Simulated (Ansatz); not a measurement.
# GeH4N (SMILES [NH2][GeH2]) (doublet): what the fields show

```xyz
6

N     0.1974   -0.9056    0.1301
Ge   -0.4578    0.8181   -0.1558
H     0.0273   -1.5734   -0.6310
H    -0.0839   -1.3433    1.0151
H     0.2672    1.2941   -1.4656
H     0.0918    1.6461    1.0610
```

Method: UKS PBE-D4/def2-SVP in Ansatz 0.2.0.

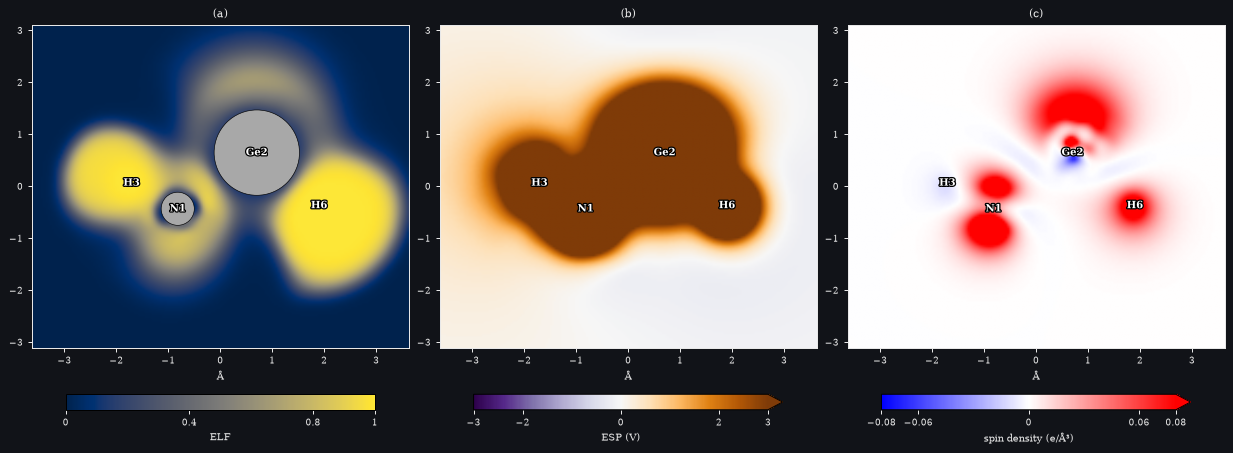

Figure 1. (a) ELF; (b) molecular electrostatic potential; (c) spin density on the plane of atoms N1, Ge2 and H6. Grey discs cover the atomic cores in the ELF map.

**What does the map show?**

Atoms in the plane: N, Ge and H. Ge–N (1.87 Å): the ELF peaks at about 0.90 in the valence shell of N, 0.6 Å from its nucleus, and is about 0.45 at the midpoint. N–H (1.03 Å): the ELF climbs to about 1 towards the hydrogen, as it does in any bond to H: an ordinary covalent bond to hydrogen. Ge–H (1.57 Å): the ELF climbs to about 1 towards the hydrogen. The unpaired spin (1 electron) lies mostly on Ge2 (about 0.6), N1 (about 0.2), H6 (about 0.1) and H5 (about 0.1), in electrons by Hirshfeld's partition. The potential has no marked negative region in this plane.

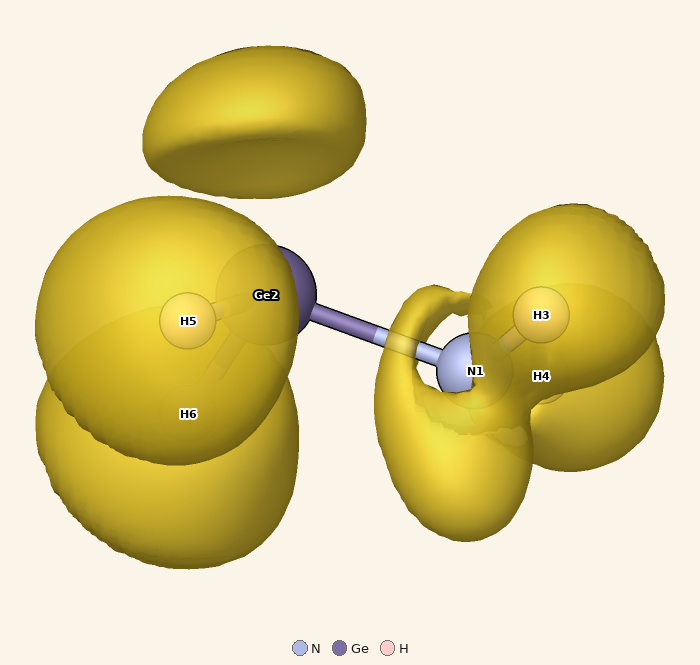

Figure 2. Isosurface of the electron localisation function at 0.8 (yellow), seen from one side. Only the valence region is drawn (cores and ρ < 0.01 e/Å³ removed).

**Identify the bonds, lone pairs and shells in this picture.**

At this value the surface marks out two regions around hydrogen nuclei, one lobe on Ge, pointing away from the bonds (non-bonding electrons) and one joined region spread over several atoms (H, N), in which their bonds and any lone pairs are merged.

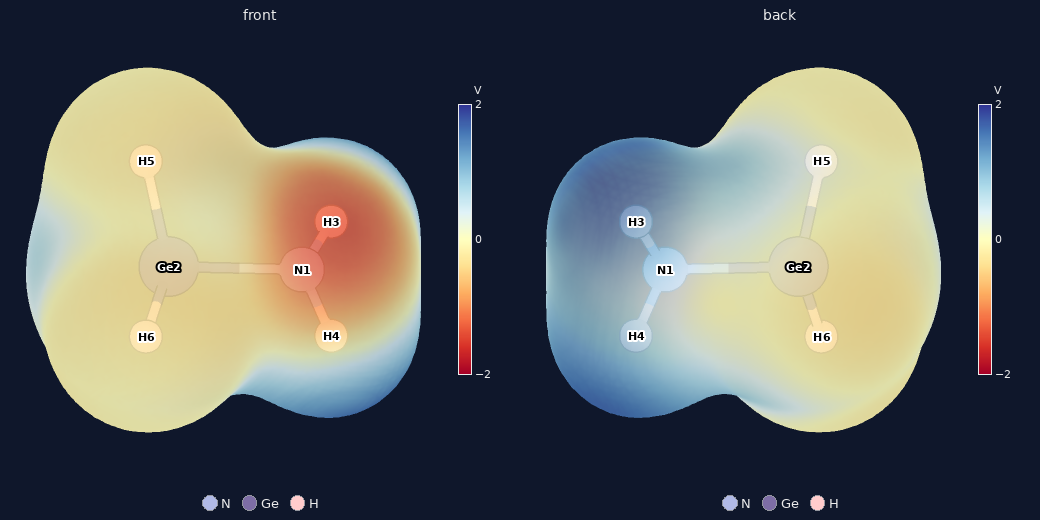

Figure 3. The electrostatic potential painted on the density surface at 0.002 e/bohr³, seen from the front and from behind; the colour scale runs from red (negative) to blue (positive).

**Describe the electrostatic potential map.**

The most negative region (about −1.3 V) lies over N1, the most positive (about +1.7 V) over H3 and H4. N1 is the likeliest acceptor of a hydrogen bond.

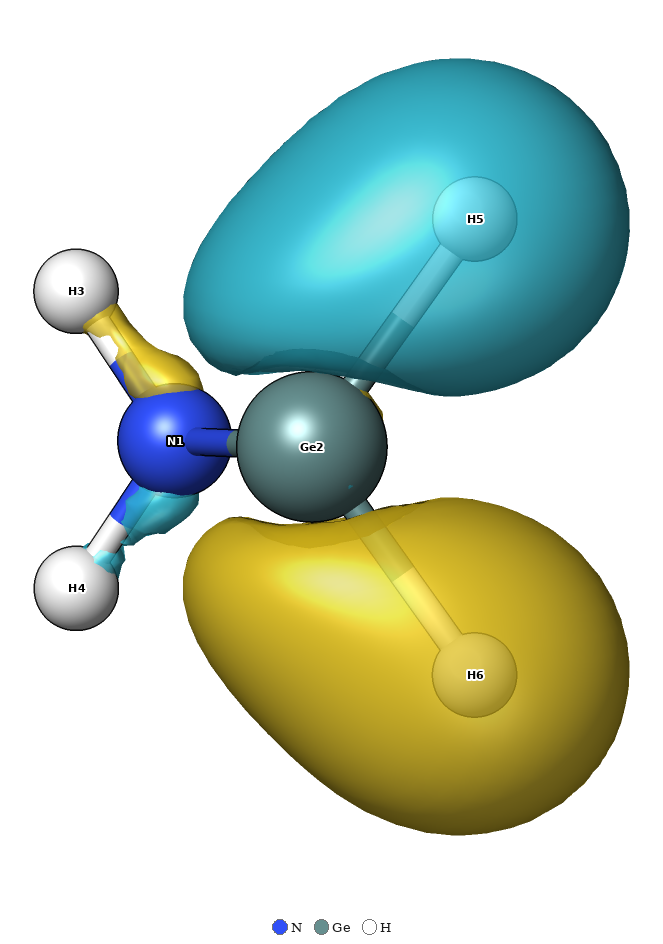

Figure 4. The HOMO−1 (β) at ±0.15 Å⁻³ᐟ² (yellow and cyan are the two phases), seen at an oblique angle.

**Describe this orbital and give its energy.**

Its weight (Hirshfeld) is mainly on Ge2 (about 40 %), H5 (about 25 %) and H6 (about 25 %). Its energy is −7.67 eV.
